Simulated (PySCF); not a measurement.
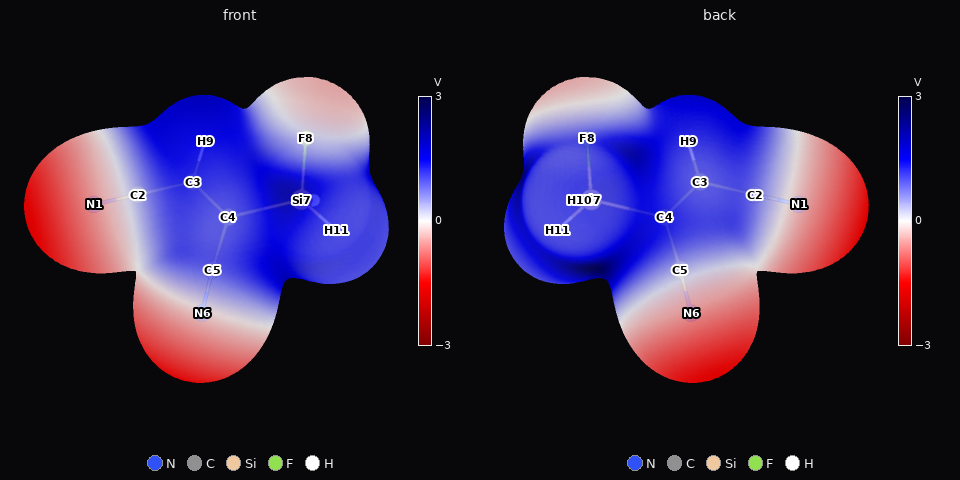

*C4H3FN2Si (SMILES N#C/C=C(\C#N)[SiH2]F). The electrostatic potential painted on the density surface at 0.002 e/bohr³, seen from the front and from behind; red is negative and blue positive.*

Geometry: GFN2-xTB.

Computed with PySCF, CAM-B3LYP/def2-SVPD, SCF density, gas phase.

```xyz
11

N     3.4247   -0.6868   -0.0129
C     2.2828   -0.7380    0.0814
C     0.8829   -0.8147    0.2022
C     0.0608    0.2155   -0.0764
C     0.5807    1.4481   -0.5119
N     0.9430    2.4756   -0.8703
Si   -1.8263    0.0993    0.0899
F    -2.0719   -1.4073    0.5982
H     0.4889   -1.7654    0.5376
H    -2.4602    0.2035   -1.2113
H    -2.2999    0.9729    1.1474
```

> Describe the electrostatic potential map.

The most negative region (about −1.5 V) lies over N1 and N6, the most positive (about +2.7 V) over Si7.
